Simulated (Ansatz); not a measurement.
# PO (Phosphorus monoxide) at UPBE/STO-3G

What is the vertical doublet–quartet gap of PO (Phosphorus monoxide) at UPBE/STO-3G? 

The results are computed with Ansatz 0.2.0.

48 further runs of the same task are left out: 7 that didn't finish, 41 set aside as unsound or not needed.

## (1) The system as given

PO has 2 atoms, charge 0, and is taken as a doublet. SMILES: `O=[P]`. The shape is that of a GFN2-xTB optimisation.

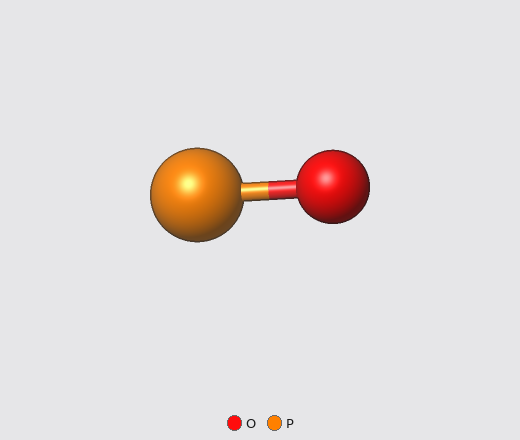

The structure, seen from a chosen angle (oxygen red, phosphorus orange).

## (2) The energy at UPBE/STO-3G

job.yaml reads:

```yaml
crystal:
  periodic: [false, false, false]
  atoms:
    - {symbol: O, position_ang: [0.000000, 0.000000, 0.000000]}
    - {symbol: P, position_ang: [0.000000, 0.000000, 1.455090]}
basis:
  gaussian: {orbitals: STO-3G}
magnetization: {spin_polarized: true, initial_magnetization: 1}
hamiltonian: {xc: {name: PBE}}
accuracy: high
```

Launch:

```bash
ansatz run job.yaml --threads 1 --pin off --max-ram 2610MiB --events-out events.jsonl --progress --plain --runs-dir runs
```

What it wrote:

```text
Warning: RAYON_NUM_THREADS=1 ignored (pool sized by the plan → 1); use --threads N
Functional definition: PBE
  name "PBE"
  parameter kappa = 0.804
  parameter beta = 0.06672455060314922
  exchange = pbe_x(kappa = kappa, mu = beta*pi^2/3)
  correlation = pbe_c(beta = beta)
224 factors; integrals over basis functions are off by at most 1.2e-8 eV
mean field evaluation 1: about -11190.6301 eV, gradient 1.9e1 eV
mean field evaluation 2: about -11158.5456 eV, gradient 6.8e1 eV
mean field evaluation 4: about -11193.2375 eV, gradient 2.3e0 eV
mean field evaluation 8: about -11193.2575 eV, gradient 1.6e-1 eV
mean field evaluation 16: about -11193.2576 eV, gradient 5.8e-3 eV
mean field evaluation 32: about -11193.2638 eV, gradient 2.9e-1 eV
mean field -11193.25763291 eV, -411.3446309470 hartree, gradient 3.6e-8 eV, S^2 0.750182; 1 other end points of the search recorded, 0 dependent functions left out
reference -11193.25763393 eV, -411.3446309843 hartree; 12, 11 occupied and 2, 3 virtual orbitals, 224 factors
Total energy: -11193.25763393 eV, -411.3446309843 hartree
```

Wall time 1.3 s (1 thread of Intel Xeon Platinum 8375C at 2.90GHz (Ice Lake), shared host); peak memory 0.12 GiB.

## (3) The quartet at the same level

job.yaml reads:

```yaml
crystal:
  periodic: [false, false, false]
  atoms:
    - {symbol: O, position_ang: [0.000000, 0.000000, 0.000000]}
    - {symbol: P, position_ang: [0.000000, 0.000000, 1.455090]}
basis:
  gaussian:
    orbitals: STO-3G
accuracy: high
hamiltonian:
  xc: pbe
magnetization:
  spin_polarized: true
  initial_magnetization: 3
```

Launch:

```bash
ansatz run job.yaml --threads 1 --pin off --max-ram 2610MiB --events-out events.jsonl --progress --plain --runs-dir runs
```

What it wrote:

```text
Warning: RAYON_NUM_THREADS=1 ignored (pool sized by the plan → 1); use --threads N
Functional definition: PBE
  name "PBE"
  parameter kappa = 0.804
  parameter beta = 0.06672455060314922
  exchange = pbe_x(kappa = kappa, mu = beta*pi^2/3)
  correlation = pbe_c(beta = beta)
224 factors; integrals over basis functions are off by at most 1.2e-8 eV
mean field evaluation 1: about -11187.5826 eV, gradient 9.7e0 eV
mean field evaluation 2: about -11179.6441 eV, gradient 3.5e1 eV
mean field evaluation 4: about -11188.3159 eV, gradient 8.0e-2 eV
mean field evaluation 8: about -11188.3149 eV, gradient 2.8e-4 eV
mean field evaluation 16: about -11188.3149 eV, gradient 3.0e-9 eV
mean field evaluation 32: about -11188.1973 eV, gradient 3.0e0 eV
mean field -11188.31489380 eV, -411.1629886349 hartree, gradient 3.0e-9 eV, S^2 3.750633; 4 other end points of the search recorded, 0 dependent functions left out
reference -11188.31489486 eV, -411.1629886740 hartree; 13, 10 occupied and 1, 4 virtual orbitals, 224 factors
Total energy: -11188.31489486 eV, -411.1629886740 hartree
```

Wall time 1.4 s (1 thread of Intel Xeon Platinum 8375C at 2.90GHz (Ice Lake), shared host); peak memory 0.12 GiB.

## (4) Results

Level: UPBE/STO-3G.

| quantity | value |
| --- | --- |
| doublet: total energy | -411.34463 Eh |
| doublet: ⟨S²⟩ | 0.750 |
| quartet: total energy | -411.16299 Eh |
| quartet: ⟨S²⟩ | 3.751 |
| vertical energy of the quartet above the doublet | 4.943 eV |

At this shape the quartet lies 4.94 eV (114 kcal/mol) above the doublet. In a minimal basis such a difference can be off by several eV, whatever the method.
